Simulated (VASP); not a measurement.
Band structure of Tm (hcp). All values below come from r2SCAN+rVV10, VASP's PBE PAW potentials (set 64) (plane waves; VASP).

The 4f electrons are frozen in the core of the lanthanide potential, so 4f levels, which can set the real gap, and their magnetism are missing.

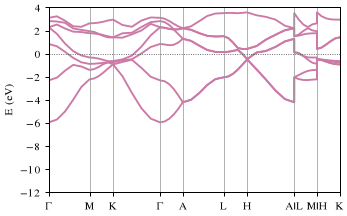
Bands along high-symmetry lines, zero at the valence-band maximum or, without a gap, the Fermi level

Task: Read the plot: is there a gap, and where are the band edges?

Result: It has no gap at this level: it comes out as a metal or semimetal.

The compound is Tm in the hcp structure. It was relaxed first.
